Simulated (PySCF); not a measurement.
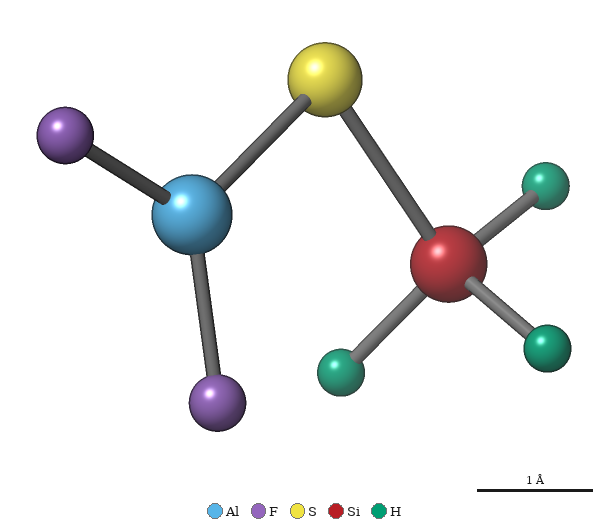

Rendered structure (ball-and-stick style). Every bond is drawn as one stick, whatever its order.

The computed structure is the end point of a PBE0-D3(BJ)/def2-SVP optimisation. No frequency run is at hand to confirm it as a minimum.

Which formula does it have?

AlF₂H₃SSi, 8 atoms: 1 aluminium, 2 fluorine, 3 hydrogen, 1 sulfur and 1 silicon.

How many bonds of each kind are drawn?

3 Si–H, 2 Al–F, 1 S–Si, 1 Al–S. Sticks follow a distance rule.

More results for the same structure follow; atom numbers are the same in all pictures, views and colours differ.

Core levels

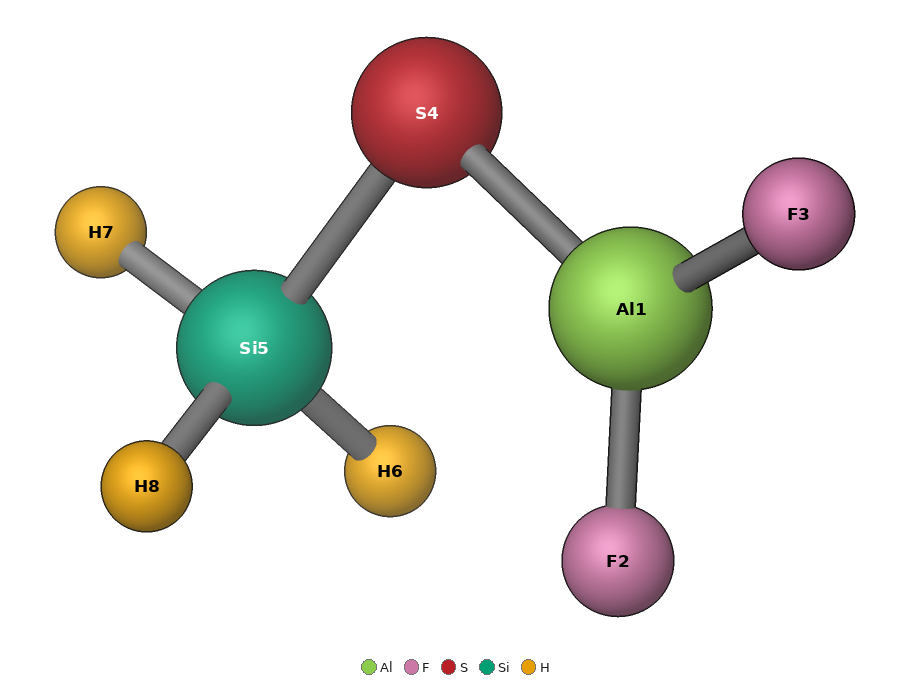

No frequency run is at hand to confirm it as a minimum. Method: delta-SCF UKS SCAN, pcX-2 on the ionised atom (unc-x2c-TZVPall on a metal), pcseg-1 elsewhere, spin-free X2C (PySCF 2.14.0).

Give the core-electron binding energies (to vacuum; p and d levels without spin–orbit splitting) of Al1 1s, Al1 2p, F2 1s, S4 1s, S4 2p, Si5 1s, Si5 2p.

```json
{"atom": "Al1", "level": "1s", "binding energy (eV)": "1569.1"}
{"atom": "Al1", "level": "2p", "binding energy (eV)": "82.5"}
{"atom": "F2", "level": "1s", "binding energy (eV)": "692.3"}
{"atom": "S4", "level": "1s", "binding energy (eV)": "2477.1"}
{"atom": "S4", "level": "2p", "binding energy (eV)": "169.7"}
{"atom": "Si5", "level": "1s", "binding energy (eV)": "1847.6"}
{"atom": "Si5", "level": "2p", "binding energy (eV)": "108.0"}
```

Charges

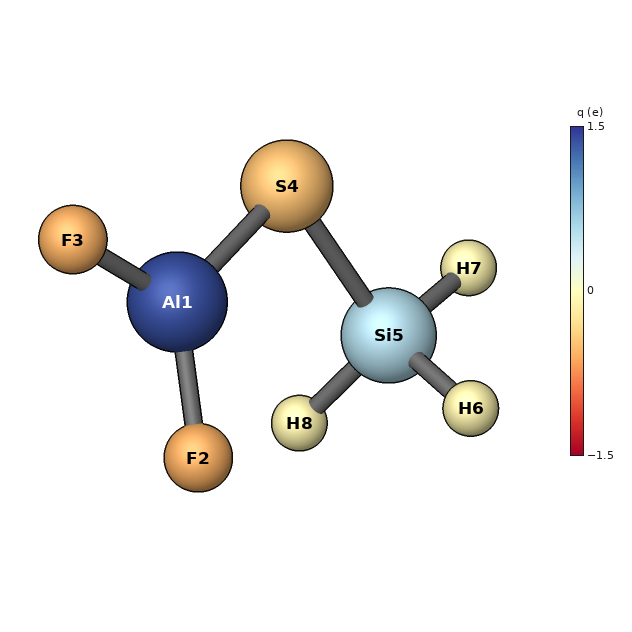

Atoms are coloured by their IAO charges. No frequency run is at hand to confirm it as a minimum. Level of theory: PBE0/pcSseg-1 (pcSseg-2 on Al), gas phase (PySCF 2.14.0).

List the IAO charges.

| atom | value (e) |
| --- | --- |
| Al1 | 1.36 |
| F2 | −0.57 |
| F3 | −0.56 |
| S4 | −0.47 |
| Si5 | 0.54 |
| H6 | −0.10 |
| H7 | −0.09 |
| H8 | −0.11 |

Electronic properties

No frequency run is at hand to confirm it as a minimum. Level of theory: PBE/pcSseg-1 (pcSseg-2 on Al), gas phase (PySCF 2.14.0).

Predict the main results.

- dipole moment: 1.47 D
- HOMO energy (Kohn–Sham orbital): −6.99 eV
- LUMO energy (Kohn–Sham orbital): −2.05 eV
- HOMO–LUMO gap: 4.95 eV

NMR shielding

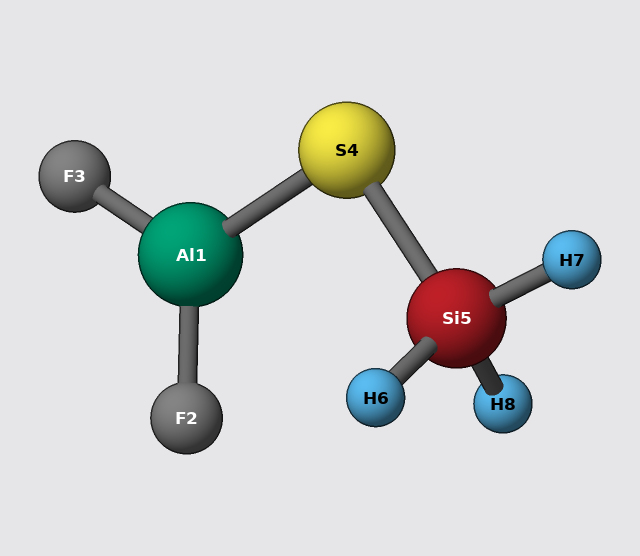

No frequency run is at hand to confirm it as a minimum. Level of theory: GIAO B3LYP/pcSseg-1 (pcSseg-2 on Al) NMR shielding, non-relativistic, gas phase (PySCF 2.14.0). Principal shieldings σ11 ≤ σ22 ≤ σ33, span Ω = σ33 − σ11, skew κ = 3(σiso − σ22)/Ω.

Give the shielding tensors of the S atoms.

| atom | σ11 | σ22 | σ33 | σiso | Ω | κ |
| --- | --- | --- | --- | --- | --- | --- |
| S4 | 807.9 | 816.3 | 911.3 | 845.2 | 103.4 | 0.84 |

Shieldings and span in ppm.
